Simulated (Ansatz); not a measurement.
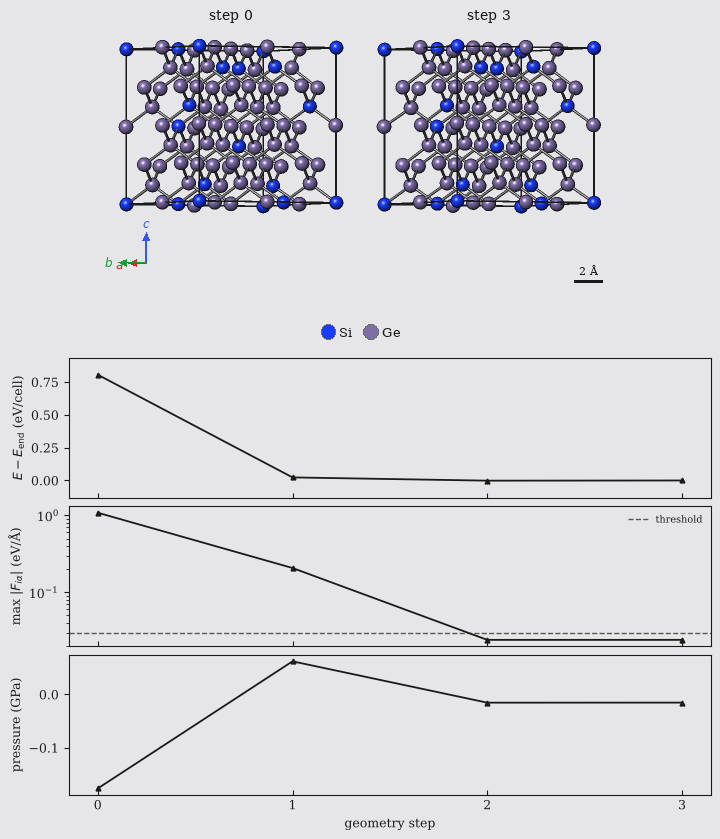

First and last geometry of a relaxation of crystalline Si12Ge52 (a generated structure, set up in P1), with the history of the run. The picture is a ball-and-stick view of the cell of the calculation, seen from a free direction.

Computed with DFT, PBEsol, PAW, plane waves (Ansatz 0.2.0). Settings: plane-wave cutoff 420 eV; k-point mesh 1 × 1 × 1; mesh shifted by (0.25, 0.25, 0.25); no spin polarisation; cell relaxed at fixed shape; force threshold 0.03 eV/Å; at most 80 steps.

Q: What do the curves and the structures tell?

A: It converged. A Ge atom moves most relative to the cell: 0.10 Å along [3 2 −2]. Largest moves by element: Ge 0.10 Å, Si 0.08 Å. The drawn cell changes as follows: a = b = c 11.259 → 11.244 Å (−0.1 %); the volume changes by −0.4 %. Near-neighbour distances that change, for instance: Ge–Ge 2.346 → 2.460 Å, Si–Si 2.472 → 2.368 Å, Ge–Si 2.505 → 2.402 Å, Si–Si 2.451 → 2.363 Å. Among the angles between lasting bonds that change: Ge–Si–Ge 106.3° → 109.8°, Si–Ge–Ge 106.5° → 110.0°, Ge–Ge–Ge 106.2° → 109.5°. The space group stays P1 (No. 1). After 3 geometry steps the energy has fallen by 0.807 eV per cell of the calculation. Largest force component: 1.1 eV/Å at the start, 0.024 eV/Å at the end. The pressure goes from −0.18 to −0.02 GPa. Cost: 7.4 s on 1 × NVIDIA GB300 Max-Q with 8 threads of Arm Neoverse-V2, peak memory 2.2 GiB.

| step | E − E(0), meV/atom | largest force component, eV/Å | pressure, GPa |
| --- | --- | --- | --- |
| 0 | 0.00 | 1.0820 | -0.18 |
| 1 | -12.24 | 0.2069 | 0.06 |
| 2 | -12.62 | 0.0241 | -0.02 |
| 3 | -12.60 | 0.0241 | -0.02 |
